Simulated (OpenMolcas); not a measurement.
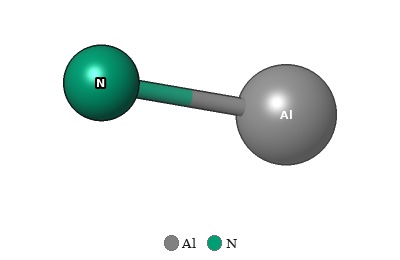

The molecule at the reference distance of 2.175 Å.

Relativistic diatomic calculation: AlN⁺ (part 1 of 2)

System: AlN⁺.
Method: SA-CASSCF(7,8)/XMS-CASPT2 + RASSI spin-orbit (X2C scalar, AMFI), ANO-RCC-VTZP (OpenMolcas).

The input:
```
&GATEWAY
Coord
2
angstrom
Al 0.0 0.0 0.0
N 0.0 0.0 2.1750
Basis=ANO-RCC-VTZP
Group=XY
RX2C
AMFI
ANGMom
0.0 0.0 0.0
RICD
&SEWARD
&GUESSORB
&RASSCF
FileOrb=$CurrDir/o41.orb
Symmetry=1
Spin=4
nActEl=7 0 0
Inactive=4 2
RAS2=4 4
CIRoot=2 2 1
Linear
Iterations=120 100
OrbListing=Nothing
PRWF=0.15
>>COPY $Project.RasOrb $CurrDir/o41.orb
>>COPY $Project.rasscf.h5 $CurrDir/r41.h5
&CASPT2
XMultistate=all
Imaginary=0.2
IPEA=0.25
MaxIter=40
>>COPY $Project.JobMix JOB001
&RASSCF
FileOrb=$CurrDir/o21.orb
Symmetry=1
Spin=2
nActEl=7 0 0
Inactive=4 2
RAS2=4 4
CIRoot=7 7 1
Linear
Iterations=120 100
OrbListing=Nothing
PRWF=0.15
>>COPY $Project.RasOrb $CurrDir/o21.orb
>>COPY $Project.rasscf.h5 $CurrDir/r21.h5
&CASPT2
XMultistate=all
Imaginary=0.2
IPEA=0.25
MaxIter=40
>>COPY $Project.JobMix JOB002
&RASSCF
FileOrb=$CurrDir/o22.orb
Symmetry=2
Spin=2
nActEl=7 0 0
Inactive=4 2
RAS2=4 4
CIRoot=8 8 1
Linear
Iterations=120 100
OrbListing=Nothing
PRWF=0.15
>>COPY $Project.RasOrb $CurrDir/o22.orb
>>COPY $Project.rasscf.h5 $CurrDir/r22.h5
&CASPT2
XMultistate=all
Imaginary=0.2
IPEA=0.25
MaxIter=40
>>COPY $Project.JobMix JOB003
&RASSCF
FileOrb=$CurrDir/o42.orb
Symmetry=2
Spin=4
nActEl=7 0 0
Inactive=4 2
RAS2=4 4
CIRoot=4 4 1
Linear
Iterations=120 100
OrbListing=Nothing
PRWF=0.15
>>COPY $Project.RasOrb $CurrDir/o42.orb
>>COPY $Project.rasscf.h5 $CurrDir/r42.h5
&CASPT2
XMultistate=all
Imaginary=0.2
IPEA=0.25
MaxIter=40
>>COPY $Project.JobMix JOB004
&RASSCF
CIOnly
FileOrb=$CurrDir/ref.orb
Symmetry=2
Spin=6
nActEl=7 0 0
Inactive=4 2
RAS2=4 4
CIRoot=2 2 1
Linear
Iterations=120 100
OrbListing=Nothing
PRWF=0.15
>>COPY $Project.RasOrb $CurrDir/o62.orb
>>COPY $Project.rasscf.h5 $CurrDir/r62.h5
&CASPT2
XMultistate=all
Imaginary=0.2
IPEA=0.25
MaxIter=40
>>COPY $Project.JobMix JOB005
&RASSI
Nr of JobIphs=5 2 7 8 4 2
1 2
1 2 3 4 5 6 7
1 2 3 4 5 6 7 8
1 2 3 4
1 2
SpinOrbit
EJob
Omega
MEES
MESO
Properties=4
'AngMom' 3 'Mltpl  1' 1 'Mltpl  1' 2 'Mltpl  1' 3
Thrs=1.0d-4
>>COPY $Project.rassi.h5 $CurrDir/so.h5
```

The first orbital files come from an earlier step.

Command:
```bash
pymolcas m.inp (one call a module block, same work directory)
```

Log (extracts):
```
++    Wave function specifications:
      Number of closed shell electrons          12
      Number of electrons in active shells       7
      Number of inactive orbitals                6
      Number of active orbitals                  8
      Number of secondary orbitals              50
      Spin quantum number                      1.5
      State symmetry                             1
++    Orbital specifications:
      Symmetry species                           1   2
                                                 a   b
      Frozen orbitals                            0   0
      Inactive orbitals                          4   2
      Active orbitals                            4   4
      RAS2 orbitals                              4   4
      Secondary orbitals                        26  24
      Number of basis functions                 34  30
      printout of CI-coefficients larger than  0.15 for root  1
      energy=    -296.566808
      conf/sym  1111 2222     Coeff  Weight
             1  22u0 uu00  -0.20253 0.04102
             7  2u20 uu00  -0.93289 0.87028
      printout of CI-coefficients larger than  0.15 for root  2
      energy=    -296.440631
      conf/sym  1111 2222     Coeff  Weight
             1  22u0 uu00   0.86526 0.74867
             7  2u20 uu00  -0.19887 0.03955
            37  202u uu00  -0.29647 0.08789
      Natural orbitals and occupation numbers for root  1
      sym 1:   1.990667   1.005846   1.907680   0.042297
      sym 2:   0.995862   0.995862   0.030892   0.030893
      Natural orbitals and occupation numbers for root  2
      sym 1:   1.981827   1.739787   1.099777   0.151254
      sym 2:   0.970173   0.970173   0.043504   0.043504
      RASSCF energy for state  2                   -296.44063132
::    RASSCF root number  1 Total energy:   -296.56680845
::    RASSCF root number  2 Total energy:   -296.44063132
      Von Neumann Entropy (Root   1) =  1.87579
++    Wave function specifications:
      Number of closed shell electrons           6
      Number of electrons in active shells       7
      Number of inactive orbitals                3
      Number of active orbitals                  8
      Number of secondary orbitals              50
      Spin quantum number                      1.5
      State symmetry                             1
      Number of CSFs                           672
      Number of CASSCF root(s) available         2
      CASPT2 state passed to geometry opt.       2
      A file JOBMIX will be created
      This is a MULTI-STATE CASSCF reference
      Number of CI roots used                    2
      These are:                                 1   2
      Off-diagonal elements of Heff are computed
  FINAL CASPT2 RESULT:
      Reference energy:        -296.5668084537
      E2 (Non-variational):      -0.2920680685
      Shift correction:          -0.0008431505
      E2 (Variational):          -0.2929112191
      Total energy:            -296.8597196727
      Reference weight:           0.95093
  FINAL CASPT2 RESULT:
      Reference energy:        -296.4406313191
      E2 (Non-variational):      -0.2944517766
      Shift correction:          -0.0013380369
      E2 (Variational):          -0.2957898135
      Total energy:            -296.7364211326
      Reference weight:           0.94522
       Total XMS-CASPT2 energies:
::    XMS-CASPT2 Root  1     Total energy:   -296.85966081
::    XMS-CASPT2 Root  2     Total energy:   -296.73647999
++    Wave function specifications:
      Number of closed shell electrons          12
      Number of electrons in active shells       7
      Number of inactive orbitals                6
      Number of active orbitals                  8
      Number of secondary orbitals              50
      Spin quantum number                      0.5
      State symmetry                             1
      printout of CI-coefficients larger than  0.15 for root  1
      energy=    -296.505797
      conf/sym  1111 2222     Coeff  Weight
            22  2u20 du00  -0.81553 0.66509
            23  2u20 ud00   0.47085 0.22170
      printout of CI-coefficients larger than  0.15 for root  2
      energy=    -296.476385
      conf/sym  1111 2222     Coeff  Weight
            22  2u20 du00   0.46936 0.22030
            23  2u20 ud00   0.81295 0.66089
      printout of CI-coefficients larger than  0.15 for root  3
      energy=    -296.476385
      conf/sym  1111 2222     Coeff  Weight
            21  2u20 2000  -0.66377 0.44059
            24  2u20 0200   0.66377 0.44059
      printout of CI-coefficients larger than  0.15 for root  4
      energy=    -296.448744
      conf/sym  1111 2222     Coeff  Weight
            21  2u20 2000  -0.65591 0.43021
            24  2u20 0200  -0.65591 0.43021
      printout of CI-coefficients larger than  0.15 for root  5
      energy=    -296.385142
      conf/sym  1111 2222     Coeff  Weight
             6  22u0 du00  -0.75193 0.56540
             7  22u0 ud00   0.43413 0.18847
           102  202u du00   0.28954 0.08383
           103  202u ud00  -0.16716 0.02794
      printout of CI-coefficients larger than  0.15 for root  6
      energy=    -296.367978
      conf/sym  1111 2222     Coeff  Weight
             6  22u0 du00  -0.41600 0.17306
             7  22u0 ud00  -0.72053 0.51917
            26  2u20 0du0   0.18830 0.03546
            30  2u20 d00u   0.18830 0.03546
           103  202u ud00   0.21764 0.04737
      printout of CI-coefficients larger than  0.15 for root  7
      energy=    -296.367978
      conf/sym  1111 2222     Coeff  Weight
             5  22u0 2000  -0.58831 0.34611
             8  22u0 0200   0.58831 0.34611
            25  2u20 d0u0   0.18830 0.03546
            31  2u20 0d0u  -0.18830 0.03546
           101  202u 2000   0.17770 0.03158
           104  202u 0200  -0.17770 0.03158
      Natural orbitals and occupation numbers for root  1
      sym 1:   1.990971   1.000562   1.910258   0.064962
      sym 2:   0.994012   0.994012   0.022612   0.022612
      Natural orbitals and occupation numbers for root  2
      sym 1:   1.991809   1.012117   1.893391   0.051520
      sym 2:   0.987305   0.987304   0.038277   0.038277
      Natural orbitals and occupation numbers for root  3
      sym 1:   1.991809   1.012117   1.893391   0.051520
      sym 2:   0.987304   0.987304   0.038277   0.038277
      Natural orbitals and occupation numbers for root  4
      sym 1:   1.945099   1.016589   1.871679   0.052198
      sym 2:   1.013446   1.013445   0.043772   0.043772
      Natural orbitals and occupation numbers for root  5
      sym 1:   1.990728   1.667656   1.115631   0.170040
      sym 2:   0.981112   0.981112   0.046860   0.046860
      Natural orbitals and occupation numbers for root  6
      sym 1:   1.985097   1.695499   1.166745   0.105779
      sym 2:   0.913213   0.913212   0.110228   0.110228
      Natural orbitals and occupation numbers for root  7
      sym 1:   1.985097   1.695499   1.166745   0.105779
      sym 2:   0.913209   0.913215   0.110227   0.110229
      RASSCF energy for state  7                   -296.36797770
::    RASSCF root number  1 Total energy:   -296.50579671
::    RASSCF root number  2 Total energy:   -296.47638487
::    RASSCF root number  3 Total energy:   -296.47638487
::    RASSCF root number  4 Total energy:   -296.44874433
::    RASSCF root number  5 Total energy:   -296.38514216
::    RASSCF root number  6 Total energy:   -296.36797770
::    RASSCF root number  7 Total energy:   -296.36797770
      Von Neumann Entropy (Root   1) =  1.87908
++    Wave function specifications:
      Number of closed shell electrons           6
      Number of electrons in active shells       7
      Number of inactive orbitals                3
      Number of active orbitals                  8
      Number of secondary orbitals              50
      Spin quantum number                      0.5
      State symmetry                             1
      Number of CSFs                          1176
      Number of CASSCF root(s) available         7
      CASPT2 state passed to geometry opt.       7
      A file JOBMIX will be created
      This is a MULTI-STATE CASSCF reference
      Number of CI roots used                    7
      These are:                                 1   2   3   4   5   6   7
      Off-diagonal elements of Heff are computed
  FINAL CASPT2 RESULT:
      Reference energy:        -296.5057967131
      E2 (Non-variational):      -0.3007327891
      Shift correction:          -0.0009576462
      E2 (Variational):          -0.3016904354
      Total energy:            -296.8074871484
      Reference weight:           0.94731
  FINAL CASPT2 RESULT:
      Reference energy:        -296.4763848719
      E2 (Non-variational):      -0.3025112287
      Shift correction:          -0.0009213781
      E2 (Variational):          -0.3034326068
      Total energy:            -296.7798174787
      Reference weight:           0.94733
  FINAL CASPT2 RESULT:
      Reference energy:        -296.4763848719
      E2 (Non-variational):      -0.3025724927
      Shift correction:          -0.0009216470
      E2 (Variational):          -0.3034941398
      Total energy:            -296.7798790116
      Reference weight:           0.94730
  FINAL CASPT2 RESULT:
      Reference energy:        -296.4487443301
      E2 (Non-variational):      -0.2953169858
      Shift correction:          -0.0009125437
      E2 (Variational):          -0.2962295294
      Total energy:            -296.7449738595
      Reference weight:           0.94949
  FINAL CASPT2 RESULT:
      Reference energy:        -296.3851421630
      E2 (Non-variational):      -0.3053469264
      Shift correction:          -0.0017077824
      E2 (Variational):          -0.3070547088
      Total energy:            -296.6921968718
      Reference weight:           0.94030
  FINAL CASPT2 RESULT:
      Reference energy:        -296.3679777015
      E2 (Non-variational):      -0.3044137865
      Shift correction:          -0.0014185304
      E2 (Variational):          -0.3058323169
      Total energy:            -296.6738100184
      Reference weight:           0.94261
  FINAL CASPT2 RESULT:
      Reference energy:        -296.3679777014
      E2 (Non-variational):      -0.3046161119
      Shift correction:          -0.0014243117
      E2 (Variational):          -0.3060404236
      Total energy:            -296.6740181251
      Reference weight:           0.94246
       Total XMS-CASPT2 energies:
::    XMS-CASPT2 Root  1     Total energy:   -296.80717126
::    XMS-CASPT2 Root  2     Total energy:   -296.78097846
::    XMS-CASPT2 Root  3     Total energy:   -296.78090162
::    XMS-CASPT2 Root  4     Total energy:   -296.74497386
::    XMS-CASPT2 Root  5     Total energy:   -296.69251276
::    XMS-CASPT2 Root  6     Total energy:   -296.67291856
::    XMS-CASPT2 Root  7     Total energy:   -296.67272599
++    Wave function specifications:
      Number of closed shell electrons          12
      Number of electrons in active shells       7
      Number of inactive orbitals                6
      Number of active orbitals                  8
      Number of secondary orbitals              50
      Spin quantum number                      0.5
      State symmetry                             2
      printout of CI-coefficients larger than  0.15 for root  1
      energy=    -296.487819
      conf/sym  1111 2222     Coeff  Weight
             1  2220 u000   0.23920 0.05722
            66  2200 u200  -0.17210 0.02962
            99  2ud0 uu0d  -0.23311 0.05434
           126  2020 u200   0.80286 0.64458
           139  2020 uu0d   0.25415 0.06459
           466  2uu0 d200  -0.15471 0.02393
      printout of CI-coefficients larger than  0.15 for root  2
      energy=    -296.487819
      conf/sym  1111 2222     Coeff  Weight
             2  2220 0u00   0.23920 0.05722
            65  2200 2u00   0.17210 0.02962
            90  2ud0 uud0   0.23311 0.05434
           125  2020 2u00  -0.80286 0.64458
           130  2020 uud0  -0.25415 0.06459
           465  2uu0 2d00   0.15471 0.02393
           469  2uu0 dud0   0.17927 0.03214
      printout of CI-coefficients larger than  0.15 for root  3
      energy=    -296.454049
      conf/sym  1111 2222     Coeff  Weight
             1  2220 u000  -0.87800 0.77088
             2  2220 0u00  -0.17752 0.03151
      printout of CI-coefficients larger than  0.15 for root  4
      energy=    -296.454049
      conf/sym  1111 2222     Coeff  Weight
             1  2220 u000   0.17752 0.03151
             2  2220 0u00  -0.87800 0.77088
      printout of CI-coefficients larger than  0.15 for root  5
      energy=    -296.406234
      conf/sym  1111 2222     Coeff  Weight
             2  2220 0u00   0.16062 0.02580
            70  2200 uud0   0.15736 0.02476
            85  2ud0 2u00   0.31640 0.10011
            90  2ud0 uud0   0.19151 0.03668
           125  2020 2u00   0.43907 0.19278
           130  2020 uud0  -0.50526 0.25528
           465  2uu0 2d00   0.33092 0.10951
           469  2uu0 dud0   0.28809 0.08300
           470  2uu0 udd0  -0.21970 0.04827
      printout of CI-coefficients larger than  0.15 for root  6
      energy=    -296.406234
      conf/sym  1111 2222     Coeff  Weight
             1  2220 u000  -0.16062 0.02580
            79  2200 uu0d   0.15736 0.02476
            86  2ud0 u200   0.31640 0.10011
            99  2ud0 uu0d   0.19151 0.03668
           126  2020 u200   0.43907 0.19278
           139  2020 uu0d  -0.50526 0.25528
           466  2uu0 d200   0.33092 0.10951
           478  2uu0 du0d   0.30316 0.09191
           479  2uu0 ud0d  -0.19839 0.03936
      printout of CI-coefficients larger than  0.15 for root  7
      energy=    -296.361878
      conf/sym  1111 2222     Coeff  Weight
            86  2ud0 u200   0.35382 0.12519
           129  2020 02u0   0.23708 0.05621
           134  2020 ud0u  -0.21016 0.04417
           139  2020 uu0d  -0.28889 0.08346
           466  2uu0 d200  -0.64562 0.41682
           474  2uu0 dd0u  -0.32963 0.10866
      printout of CI-coefficients larger than  0.15 for root  8
      energy=    -296.361878
      conf/sym  1111 2222     Coeff  Weight
            85  2ud0 2u00   0.35383 0.12519
           128  2020 udu0   0.21017 0.04417
           130  2020 uud0  -0.28889 0.08346
           133  2020 200u  -0.23708 0.05621
           465  2uu0 2d00  -0.64561 0.41682
           467  2uu0 ddu0  -0.32963 0.10866
      Natural orbitals and occupation numbers for root  1
      sym 1:   1.984560   0.372014   1.719007   0.018996
      sym 2:   0.991238   1.696513   0.026807   0.190864
      Natural orbitals and occupation numbers for root  2
      sym 1:   1.984560   0.372014   1.719007   0.018996
      sym 2:   1.696513   0.991238   0.190864   0.026807
      Natural orbitals and occupation numbers for root  3
      sym 1:   1.968010   1.786549   1.893791   0.019611
      sym 2:   0.999975   0.185058   0.051536   0.095468
      Natural orbitals and occupation numbers for root  4
      sym 1:   1.968010   1.786549   1.893791   0.019611
      sym 2:   0.185058   0.999975   0.095468   0.051536
      Natural orbitals and occupation numbers for root  5
      sym 1:   1.969618   0.570667   1.463189   0.017780
      sym 2:   1.442891   0.973767   0.513099   0.048990
      Natural orbitals and occupation numbers for root  6
      sym 1:   1.969618   0.570666   1.463189   0.017780
      sym 2:   0.973767   1.442890   0.048990   0.513099
      Natural orbitals and occupation numbers for root  7
      sym 1:   1.977209   0.792338   1.184551   0.032540
      sym 2:   0.912125   1.666314   0.112742   0.322181
      Natural orbitals and occupation numbers for root  8
      sym 1:   1.977209   0.792334   1.184556   0.032539
      sym 2:   1.666309   0.912124   0.322184   0.112745
      RASSCF energy for state  8                   -296.36187846
::    RASSCF root number  1 Total energy:   -296.48781854
::    RASSCF root number  2 Total energy:   SPIN-FREE ENERGIES:
  (Shifted by EMIN (a.u.) =       -296.8596608122)
 SF State       Relative EMIN(au)   Rel lowest level(eV)    D:o, cm**(-1)      Abs_M
     1             0.0000000000        0.0000000000              0.0000         0.0
     3             0.0524895480        1.4283133647          11520.1242         0.0
    10             0.0695513688        1.8925891596          15264.7610         1.0
    11             0.0695513787        1.8925894300          15264.7632         1.0
     4             0.0786823527        2.1410558908          17268.7804         2.0
     5             0.0787591930        2.1431468221          17285.6449         2.0
    12             0.1066049020        2.9008671643          23397.0716         1.0
    13             0.1066049161        2.9008675485          23397.0747         1.0
     6             0.1146869527        3.1207909664          25170.8767         0.0
    18             0.1203711062        3.2754646648          26418.4042         1.0
    19             0.1203711588        3.2754660944          26418.4157         1.0
     2             0.1231808191        3.3519208462          27035.0649         0.0
    14             0.1538542553        4.1865875671          33767.1060         1.0
    15             0.1538543058        4.1865889415          33767.1171         1.0
    22             0.1642498113        4.4694650554          36048.6668         1.0
    23             0.1642498217        4.4694653401          36048.6691         1.0
     7             0.1671480561        4.5483303156          36684.7580         0.0
    20             0.1744431667        4.7468403880          38285.8497         1.0
    21             0.1744439992        4.7468630399          38286.0324         1.0
     8             0.1867422515        5.0815155350          40985.1868         2.0
     9             0.1869348177        5.0867555277          41027.4502         2.0
    16             0.1921456645        5.2285498934          42171.0989         1.0
    17             0.1921457726        5.2285528346          42171.1226         1.0
```

(Continued in part 2.) Outcome of the run: converged; components of a degenerate state are split by 42 cm⁻¹.
